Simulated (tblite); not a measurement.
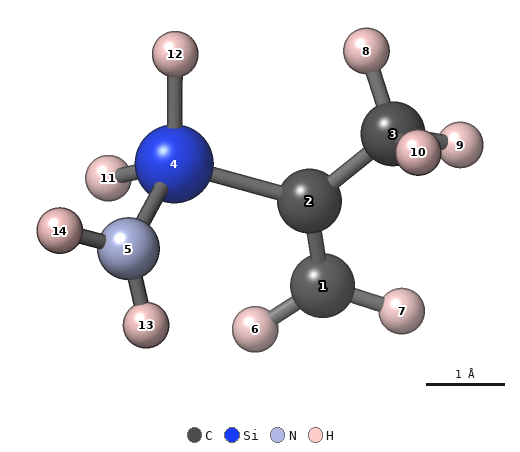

*The starting structure (ball-and-stick view, seen at a tilt; atoms are numbered from 1 in the order of the input).*

Bond lengths as drawn: C–C 1.33 to 1.47 Å, C–H 1.08 to 1.12 Å, C–Si 1.86 Å, H–N 1.02 to 1.03 Å, H–Si 1.47 Å and N–Si 1.75 Å.

Geometry relaxation of C₃H₉NSi

System: C₃H₉NSi, SMILES C=C(C)[SiH2]N.
Method: GFN2-xTB geometry optimisation, gas phase (tblite 0.8.0).

It belongs to a series of runs on one base structure; here: constitutional isomer.

The input
```
{"job": {"kind": "relax", "xc": "GFN2-xTB", "basis": "xTB"}, "charge": 0, "multiplicity": 1}
C     -1.010300    -1.249700    -0.641500
C     -0.667500    -0.122700    -0.028000
C     -1.508400     1.071700     0.085400
Si     1.007200    -0.053200     0.767300
N      2.218300     0.115700    -0.485100
H     -0.314900    -2.077000    -0.657600
H     -1.996900    -1.339700    -1.132800
H     -1.357600     1.530800     1.095300
H     -2.568900     0.715200    -0.011200
H     -1.311800     1.825300    -0.684900
H      1.251300    -1.332400     1.446000
H      0.996200     1.045600     1.737200
H      2.084000    -0.463700    -1.311500
H      3.178700     0.333700    -0.200800
```

The first line tells a small driver script what to run in tblite; the rest is the geometry in Å.

Run on 1 CPU thread, shared host.

Launched with:
```bash
OMP_NUM_THREADS=1 python <driver script> task.json out
```

Output
```
step      E/eV     max force
  0    -425.24475    1.713
  1    -425.35450    0.696
  2    -425.39889    0.665
  3    -425.42744    0.497
  4    -425.45139    0.310
  5    -425.46309    0.251
  6    -425.47194    0.266
  7    -425.48097    0.256
  8    -425.48703    0.198
  9    -425.49208    0.194
 10    -425.49721    0.230
 11    -425.50276    0.270
 12    -425.50701    0.205
 13    -425.50927    0.122
 14    -425.51075    0.104
 15    -425.51225    0.130
 16    -425.51348    0.125
 17    -425.51422    0.064
 18    -425.51462    0.051
 19    -425.51498    0.052
 20    -425.51543    0.069
 21    -425.51591    0.062
 22    -425.51640    0.063
 23    -425.51687    0.062
 24    -425.51736    0.062
 25    -425.51788    0.067
 26    -425.51839    0.076
 27    -425.51889    0.070
 28    -425.51948    0.072
 29    -425.52025    0.099
 30    -425.52122    0.115
 31    -425.52228    0.115
 32    -425.52327    0.087
 33    -425.52416    0.092
 34    -425.52522    0.091
 35    -425.52668    0.083
 36    -425.52827    0.081
 37    -425.52940    0.086
 38    -425.53044    0.099
 39    -425.52983    0.165
 40    -425.53210    0.090
 41    -425.53264    0.063
 42    -425.53337    0.048
 43    -425.53365    0.050
 44    -425.53438    0.065
 45    -425.53481    0.057
 46    -425.53530    0.040
 47    -425.53553    0.041
 48    -425.53598    0.048
 49    -425.53650    0.065
 50    -425.53702    0.061
 51    -425.53743    0.047
 52    -425.53781    0.051
 53    -425.53816    0.047
 54    -425.53842    0.037
 55    -425.53855    0.036
 56    -425.53867    0.033
 57    -425.53879    0.033
 58    -425.53914    0.028
 59    -425.53928    0.020
 60    -425.53939    0.014
 61    -425.53941    0.012
 62    -425.53943    0.011
 63    -425.53944    0.013
 64    -425.53947    0.011
 65    -425.53948    0.012
 66    -425.53950    0.010
```

Trajectory as extended XYZ (Å, eV, eV/Å), 15 of the 67 frames kept, from step=0 to step=66
```
14
Properties=species:S:1:pos:R:3:forces:R:3 step=0 energy=-425.24475
C    -1.0103   -1.2497   -0.6415   -0.7760   0.3910  -0.2200
C    -0.6675   -0.1227   -0.0280    0.7180  -0.7360  -0.4140
C    -1.5084    1.0717    0.0854   -1.5860   0.2030   0.6150
Si    1.0072   -0.0532    0.7673    1.2470  -0.1250  -0.0530
N     2.2183    0.1157   -0.4851   -0.3520   0.3270   0.5920
H    -0.3149   -2.0770   -0.6576   -0.3810  -0.0160  -0.1740
H    -1.9969   -1.3397   -1.1328    0.7160  -0.2330   0.2660
H    -1.3576    1.5308    1.0953   -0.3010  -0.2160  -0.9100
H    -2.5689    0.7152   -0.0112    0.6250   0.7450   0.0870
H    -1.3118    1.8253   -0.6849    0.0390  -0.2250   0.2130
H     1.2513   -1.3324    1.4460   -0.0450  -0.0660   0.2450
H     0.9962    1.0456    1.7372    0.2550   0.0400  -0.0940
H     2.0840   -0.4637   -1.3115    0.5500   0.3690   0.4330
H     3.1787    0.3337   -0.2008   -0.7080  -0.4590  -0.5840
14
Properties=species:S:1:pos:R:3:forces:R:3 step=5 energy=-425.46309
C    -1.0214   -1.2350   -0.6474   -0.0560  -0.1500  -0.1130
C    -0.6328   -0.1265   -0.0397   -0.1410  -0.1240   0.0900
C    -1.5382    1.0516    0.0900   -0.1520   0.1420   0.0700
Si    1.0518   -0.0732    0.7956   -0.0570  -0.0460  -0.0660
N     2.1920    0.1633   -0.4738    0.1070   0.1480  -0.0420
H    -0.3643   -2.0847   -0.6880    0.0280  -0.1500  -0.1070
H    -1.9800   -1.3659   -1.1281   -0.0400   0.0860   0.0380
H    -1.3933    1.5291    1.0548   -0.0540   0.0130   0.1020
H    -2.5862    0.7701   -0.0074    0.0200  -0.0110  -0.0620
H    -1.3128    1.7998   -0.6638    0.0640   0.0440  -0.1620
H     1.2516   -1.3498    1.4879    0.0300  -0.0710   0.1960
H     1.0400    1.0523    1.7250    0.2420   0.0630   0.0160
H     2.1323   -0.4332   -1.2830   -0.0870   0.0080  -0.0410
H     3.1609    0.3015   -0.2443    0.0950   0.0490   0.0800
14
Properties=species:S:1:pos:R:3:forces:R:3 step=9 energy=-425.49208
C    -1.0267   -1.2489   -0.6588   -0.0490   0.0370   0.0720
C    -0.6517   -0.1452   -0.0251    0.0600  -0.0140   0.0430
C    -1.5506    1.0570    0.0916    0.0930  -0.1310  -0.0220
Si    1.0547   -0.0851    0.7964    0.0010   0.0240   0.0120
N     2.1977    0.1966   -0.4772   -0.0280  -0.1110   0.0950
H    -0.3787   -2.1115   -0.7199   -0.0560   0.0750  -0.0310
H    -1.9930   -1.3601   -1.1261   -0.0620   0.0240  -0.0410
H    -1.4161    1.5333    1.0622   -0.0170  -0.0160  -0.0620
H    -2.5988    0.7839   -0.0200    0.0090  -0.0170  -0.0620
H    -1.3030    1.7922   -0.6782    0.0270  -0.0950   0.0790
H     1.2569   -1.3587    1.5342   -0.0030   0.1860  -0.0550
H     1.1042    1.0589    1.7176    0.1320  -0.0860  -0.0860
H     2.1312   -0.4154   -1.2781   -0.0420   0.0800  -0.0090
H     3.1732    0.3026   -0.2408   -0.0660   0.0440   0.0660
14
Properties=species:S:1:pos:R:3:forces:R:3 step=14 energy=-425.51075
C    -1.0468   -1.2544   -0.6549   -0.0060   0.0050  -0.0250
C    -0.6561   -0.1646   -0.0081   -0.0360   0.0070  -0.0360
C    -1.5487    1.0368    0.0927   -0.0430   0.0540   0.0040
Si    1.0516   -0.0877    0.7998    0.0500   0.0370   0.0010
N     2.1963    0.1948   -0.4618   -0.0230  -0.0300  -0.0190
H    -0.4036   -2.1145   -0.7499   -0.0210  -0.0210   0.0170
H    -2.0140   -1.3444   -1.1298   -0.0070   0.0380   0.0260
H    -1.4353    1.5294    1.0561    0.0050  -0.0430   0.0220
H    -2.5991    0.7823   -0.0469    0.0340  -0.0740  -0.0230
H    -1.2810    1.7638   -0.6745    0.0710  -0.0130  -0.0070
H     1.2614   -1.3286    1.5603    0.0000  -0.0750   0.0380
H     1.1863    1.0540    1.6982   -0.0050   0.0930   0.0460
H     2.1204   -0.3829   -1.2845    0.0450   0.0360  -0.0400
H     3.1678    0.3156   -0.2187   -0.0650  -0.0130  -0.0060
14
Properties=species:S:1:pos:R:3:forces:R:3 step=19 energy=-425.51498
C    -1.0515   -1.2527   -0.6567    0.0080  -0.0030   0.0140
C    -0.6554   -0.1670   -0.0063    0.0330  -0.0080   0.0160
C    -1.5482    1.0346    0.0917    0.0390  -0.0340  -0.0030
Si    1.0540   -0.0842    0.8066   -0.0440  -0.0190   0.0110
N     2.1896    0.1890   -0.4624    0.0010   0.0280  -0.0110
H    -0.4160   -2.1186   -0.7523   -0.0240  -0.0100   0.0080
H    -2.0227   -1.3318   -1.1261    0.0150   0.0190   0.0140
H    -1.4409    1.5188    1.0597   -0.0270  -0.0130   0.0040
H    -2.5934    0.7675   -0.0604    0.0200   0.0170  -0.0270
H    -1.2616    1.7566   -0.6731   -0.0030   0.0240   0.0200
H     1.2608   -1.3298    1.5704   -0.0070   0.0130   0.0070
H     1.2022    1.0688    1.6991   -0.0300  -0.0130  -0.0250
H     2.1259   -0.3688   -1.2985   -0.0170  -0.0050  -0.0230
H     3.1567    0.3171   -0.2138    0.0350   0.0060  -0.0050
14
Properties=species:S:1:pos:R:3:forces:R:3 step=24 energy=-425.51736
C    -1.0510   -1.2549   -0.6516   -0.0220  -0.0100   0.0110
C    -0.6467   -0.1729   -0.0016   -0.0190   0.0130  -0.0320
C    -1.5373    1.0286    0.0902   -0.0410   0.0320   0.0030
Si    1.0564   -0.0877    0.8085    0.0590   0.0060  -0.0170
N     2.1870    0.1935   -0.4663    0.0170  -0.0140   0.0180
H    -0.4326   -2.1318   -0.7483    0.0100  -0.0120   0.0110
H    -2.0238   -1.3135   -1.1177   -0.0250  -0.0260  -0.0210
H    -1.4567    1.5027    1.0655    0.0130  -0.0090   0.0170
H    -2.5783    0.7629   -0.0845   -0.0280  -0.0060  -0.0320
H    -1.2461    1.7634   -0.6606    0.0490   0.0030   0.0260
H     1.2571   -1.3275    1.5820    0.0200   0.0090   0.0010
H     1.1938    1.0742    1.6890   -0.0100  -0.0040   0.0040
H     2.1219   -0.3561   -1.3095   -0.0180   0.0180   0.0380
H     3.1556    0.3185   -0.2173   -0.0050  -0.0010  -0.0250
14
Properties=species:S:1:pos:R:3:forces:R:3 step=28 energy=-425.51948
C    -1.0574   -1.2603   -0.6437   -0.0020   0.0120  -0.0420
C    -0.6429   -0.1748   -0.0056   -0.0160  -0.0320   0.0410
C    -1.5352    1.0271    0.0895    0.0390  -0.0200  -0.0180
Si    1.0629   -0.0899    0.8066   -0.0650   0.0130   0.0290
N     2.1907    0.1970   -0.4656   -0.0080   0.0030   0.0010
H    -0.4473   -2.1444   -0.7408   -0.0020   0.0290   0.0180
H    -2.0292   -1.3063   -1.1151   -0.0160  -0.0560   0.0090
H    -1.4691    1.4846    1.0748   -0.0290  -0.0390  -0.0080
H    -2.5717    0.7611   -0.1167    0.0190   0.0500   0.0010
H    -1.2181    1.7719   -0.6397    0.0110   0.0290   0.0030
H     1.2614   -1.3225    1.5932    0.0260   0.0130  -0.0240
H     1.1835    1.0773    1.6808    0.0080   0.0140   0.0270
H     2.1106   -0.3422   -1.3123    0.0090  -0.0120  -0.0250
H     3.1611    0.3209   -0.2276    0.0260  -0.0050  -0.0110
14
Properties=species:S:1:pos:R:3:forces:R:3 step=33 energy=-425.52416
C    -1.0722   -1.2694   -0.6409    0.0130  -0.0340   0.0480
C    -0.6444   -0.1887   -0.0043    0.0060   0.0210  -0.0390
C    -1.5199    1.0230    0.0823   -0.0310   0.0370   0.0230
Si    1.0617   -0.0853    0.8085    0.0490   0.0070  -0.0210
N     2.1939    0.2011   -0.4635   -0.0320  -0.0080  -0.0290
H    -0.4749   -2.1617   -0.7173    0.0440  -0.0400  -0.0230
H    -2.0472   -1.3182   -1.1063    0.0130  -0.0050   0.0110
H    -1.5073    1.4292    1.0913   -0.0140   0.0150   0.0180
H    -2.5477    0.7827   -0.1871    0.0060   0.0500  -0.0390
H    -1.1526    1.7992   -0.5897    0.0060  -0.0210   0.0230
H     1.2835   -1.3078    1.6043    0.0060   0.0080  -0.0270
H     1.1622    1.0902    1.6773    0.0090  -0.0090   0.0050
H     2.0914   -0.3155   -1.3226    0.0020  -0.0030   0.0000
H     3.1729    0.3209   -0.2544   -0.0760  -0.0160   0.0500
14
Properties=species:S:1:pos:R:3:forces:R:3 step=38 energy=-425.53044
C    -1.0865   -1.2977   -0.6153    0.0170   0.0210  -0.0230
C    -0.6431   -0.2042   -0.0108   -0.0270   0.0000   0.0550
C    -1.5008    1.0229    0.0776    0.0210  -0.0510  -0.0330
Si    1.0624   -0.0754    0.8040   -0.0450  -0.0170  -0.0220
N     2.1791    0.2107   -0.4774   -0.0130   0.0580  -0.0150
H    -0.5013   -2.2010   -0.6902    0.0290   0.0540   0.0320
H    -2.0635   -1.3420   -1.0791    0.0190   0.0000   0.0350
H    -1.5840    1.3436    1.1140   -0.0100   0.0280   0.0030
H    -2.4979    0.8515   -0.3195   -0.0760  -0.0590  -0.0220
H    -1.0463    1.8325   -0.4885    0.0720   0.0670   0.0150
H     1.3230   -1.2807    1.6076   -0.0100  -0.0470   0.0020
H     1.1380    1.1046    1.6723    0.0210  -0.0180  -0.0250
H     2.0621   -0.2783   -1.3492   -0.0020  -0.0320  -0.0190
H     3.1583    0.3129   -0.2677    0.0040  -0.0040   0.0180
14
Properties=species:S:1:pos:R:3:forces:R:3 step=42 energy=-425.53337
C    -1.0801   -1.2960   -0.6153   -0.0100   0.0170   0.0160
C    -0.6484   -0.2011   -0.0061    0.0010   0.0160  -0.0020
C    -1.5051    1.0252    0.0747   -0.0130   0.0200   0.0170
Si    1.0582   -0.0771    0.7995    0.0110  -0.0200   0.0100
N     2.1718    0.2186   -0.4852   -0.0080   0.0070   0.0040
H    -0.4841   -2.1914   -0.6860    0.0210   0.0130   0.0210
H    -2.0578   -1.3502   -1.0729   -0.0110  -0.0090  -0.0120
H    -1.5851    1.3522    1.1100   -0.0380   0.0000   0.0160
H    -2.5067    0.8524   -0.3188    0.0430  -0.0120  -0.0180
H    -1.0414    1.8379   -0.4838   -0.0040  -0.0170  -0.0140
H     1.3223   -1.2888    1.5972   -0.0190  -0.0100  -0.0220
H     1.1418    1.0984    1.6721    0.0200  -0.0120  -0.0180
H     2.0648   -0.2893   -1.3493    0.0060   0.0030   0.0240
H     3.1491    0.3087   -0.2583   -0.0010   0.0050  -0.0230
14
Properties=species:S:1:pos:R:3:forces:R:3 step=47 energy=-425.53553
C    -1.0846   -1.2992   -0.6023    0.0050  -0.0060   0.0020
C    -0.6510   -0.2008   -0.0015    0.0030  -0.0120   0.0120
C    -1.5003    1.0295    0.0748   -0.0020  -0.0210  -0.0130
Si    1.0576   -0.0812    0.7967    0.0150   0.0180  -0.0020
N     2.1625    0.2317   -0.4919    0.0230  -0.0290  -0.0070
H    -0.4808   -2.1905   -0.6641   -0.0110  -0.0030   0.0090
H    -2.0617   -1.3634   -1.0616    0.0160   0.0080   0.0050
H    -1.6299    1.3270    1.1147   -0.0140   0.0140  -0.0210
H    -2.4793    0.8700   -0.3729   -0.0260   0.0050  -0.0130
H    -1.0031    1.8472   -0.4449   -0.0130   0.0240   0.0180
H     1.3270   -1.2928    1.5882   -0.0110  -0.0380  -0.0070
H     1.1454    1.0957    1.6622    0.0180   0.0170   0.0330
H     2.0560   -0.2815   -1.3524   -0.0160  -0.0070  -0.0140
H     3.1416    0.3078   -0.2672    0.0130   0.0290  -0.0020
14
Properties=species:S:1:pos:R:3:forces:R:3 step=52 energy=-425.53781
C    -1.0844   -1.3029   -0.5843    0.0210   0.0040   0.0080
C    -0.6504   -0.2007    0.0093    0.0000   0.0300  -0.0110
C    -1.5000    1.0307    0.0694   -0.0100   0.0310  -0.0060
Si    1.0648   -0.0812    0.7980   -0.0320  -0.0130   0.0220
N     2.1606    0.2304   -0.4986   -0.0190   0.0010   0.0260
H    -0.4810   -2.1943   -0.6346   -0.0010  -0.0320   0.0060
H    -2.0585   -1.3707   -1.0484    0.0020   0.0130   0.0070
H    -1.6884    1.3063    1.1066   -0.0040  -0.0210   0.0010
H    -2.4548    0.8886   -0.4351    0.0050  -0.0080   0.0000
H    -0.9749    1.8638   -0.3959   -0.0060   0.0010  -0.0120
H     1.3221   -1.3129    1.5695    0.0030   0.0410  -0.0140
H     1.1616    1.0966    1.6661    0.0180  -0.0470   0.0080
H     2.0422   -0.2767   -1.3612    0.0260  -0.0030   0.0000
H     3.1403    0.3227   -0.2830   -0.0010   0.0010  -0.0330
14
Properties=species:S:1:pos:R:3:forces:R:3 step=57 energy=-425.53879
C    -1.0811   -1.3030   -0.5768   -0.0110   0.0020  -0.0030
C    -0.6506   -0.1960    0.0110    0.0030  -0.0080  -0.0100
C    -1.5022    1.0346    0.0659    0.0020  -0.0080  -0.0080
Si    1.0636   -0.0824    0.7998    0.0210   0.0040  -0.0250
N     2.1579    0.2288   -0.4983    0.0010   0.0050  -0.0230
H    -0.4809   -2.1981   -0.6211   -0.0070   0.0170   0.0130
H    -2.0548   -1.3713   -1.0422    0.0010   0.0040   0.0020
H    -1.7119    1.2972    1.1025    0.0060  -0.0080  -0.0040
H    -2.4470    0.8941   -0.4572   -0.0010  -0.0010  -0.0050
H    -0.9692    1.8718   -0.3820   -0.0110   0.0100  -0.0050
H     1.3199   -1.3171    1.5603    0.0070  -0.0080   0.0200
H     1.1749    1.0874    1.6729    0.0070  -0.0090   0.0290
H     2.0415   -0.2768   -1.3622   -0.0070  -0.0050   0.0060
H     3.1393    0.3303   -0.2947   -0.0120   0.0060   0.0130
14
Properties=species:S:1:pos:R:3:forces:R:3 step=61 energy=-425.53941
C    -1.0796   -1.3000   -0.5748   -0.0020   0.0020   0.0040
C    -0.6486   -0.1910    0.0086   -0.0020   0.0020   0.0070
C    -1.5051    1.0364    0.0617    0.0020   0.0040  -0.0040
Si    1.0663   -0.0833    0.7985   -0.0020  -0.0010   0.0050
N     2.1565    0.2297   -0.5024   -0.0030   0.0070   0.0010
H    -0.4788   -2.1943   -0.6114   -0.0080  -0.0030  -0.0040
H    -2.0526   -1.3691   -1.0409   -0.0030  -0.0050  -0.0010
H    -1.7164    1.2965    1.0988    0.0090   0.0010  -0.0080
H    -2.4498    0.8908   -0.4607    0.0080  -0.0040  -0.0020
H    -0.9789    1.8777   -0.3869   -0.0020   0.0000   0.0030
H     1.3182   -1.3211    1.5581    0.0050  -0.0030  -0.0030
H     1.1885    1.0740    1.6877   -0.0020  -0.0020   0.0000
H     2.0432   -0.2844   -1.3617   -0.0010  -0.0010   0.0010
H     3.1366    0.3376   -0.2968    0.0000   0.0040   0.0010
14
Properties=species:S:1:pos:R:3:forces:R:3 step=66 energy=-425.53950
C    -1.0817   -1.3008   -0.5717    0.0000  -0.0050  -0.0050
C    -0.6482   -0.1917    0.0098    0.0010  -0.0050  -0.0080
C    -1.5029    1.0368    0.0601    0.0020  -0.0030  -0.0010
Si    1.0669   -0.0839    0.7992    0.0000  -0.0020  -0.0020
N     2.1545    0.2328   -0.5034   -0.0010   0.0000   0.0030
H    -0.4836   -2.1969   -0.6085    0.0030  -0.0040   0.0060
H    -2.0543   -1.3702   -1.0387   -0.0040   0.0080   0.0040
H    -1.7208    1.2915    1.0968   -0.0040   0.0070  -0.0010
H    -2.4428    0.8925   -0.4708   -0.0030   0.0020   0.0040
H    -0.9740    1.8805   -0.3802    0.0070  -0.0030  -0.0020
H     1.3215   -1.3221    1.5573    0.0050  -0.0020  -0.0040
H     1.1886    1.0729    1.6888   -0.0020  -0.0020   0.0020
H     2.0410   -0.2824   -1.3622    0.0000   0.0030   0.0050
H     3.1349    0.3406   -0.2985   -0.0030   0.0050  -0.0010
```

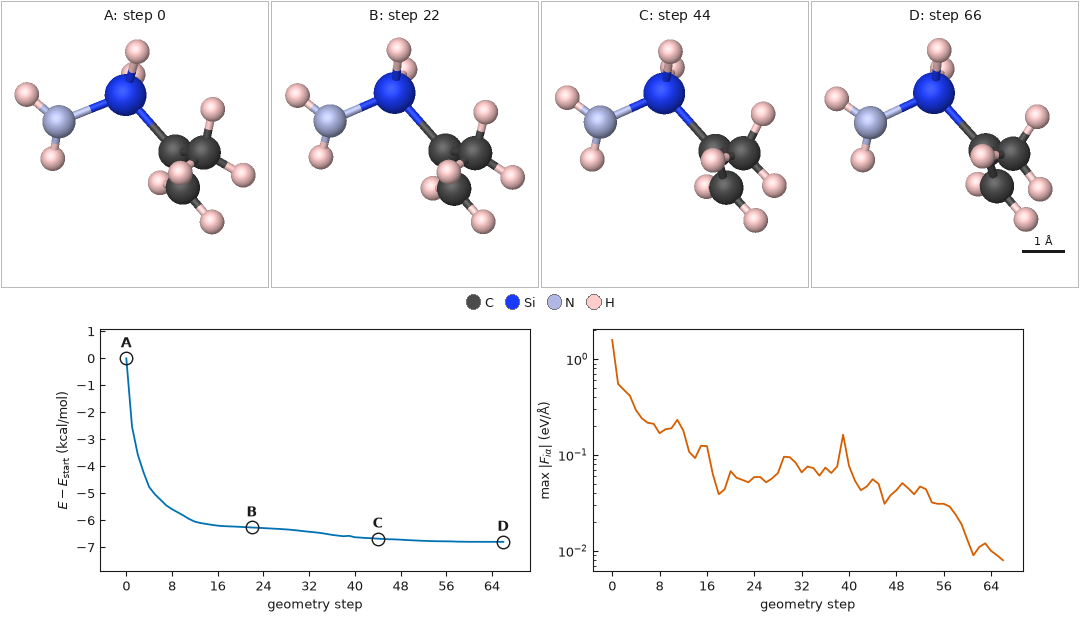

*Frames of the relaxation (ball-and-stick view, seen at a tilt) above the curves, on which the letters mark them (steps are counted from 0).*

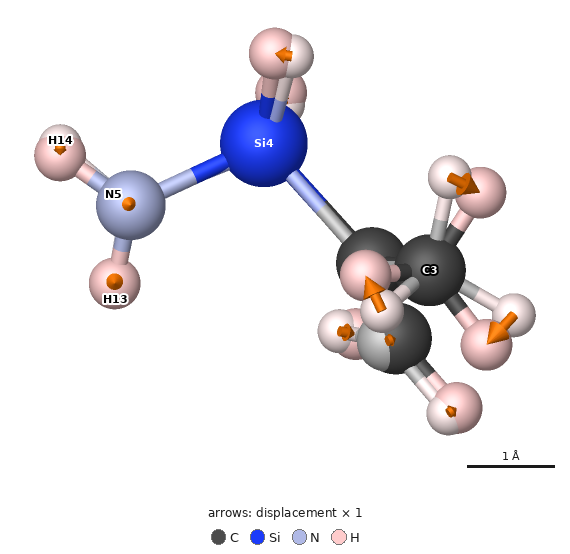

*Start (faint) and end (solid) with the displacements as orange arrows, at true length (ball-and-stick view, seen at a tilt). The two geometries are laid on each other by the best rigid fit.*

H9 moves most after the best rigid fit: 0.51 Å. Largest moves by element: H 0.51 Å, N 0.14 Å, C 0.12 Å, Si 0.07 Å. Among the contacts that change: C2–Si4 1.855 → 1.891 Å, C2–C3 1.465 → 1.497 Å, C3–H8 1.120 → 1.090 Å, C1–H7 1.106 → 1.081 Å. Among the angles that change: N5–Si4–H12 114.0° → 105.1°, H13–N5–H14 118.0° → 109.7°, N5–Si4–H11 107.4° → 115.7°. Over 66 geometry steps the energy falls by 6.80 kcal/mol. The largest force component goes from 1.6 to 0.008 eV/Å. (Atoms are counted from 1 in the order of the input.)

Key numbers

- outcome: converged
- total energy: −425.5395 eV
- peak memory: 0.18 GiB
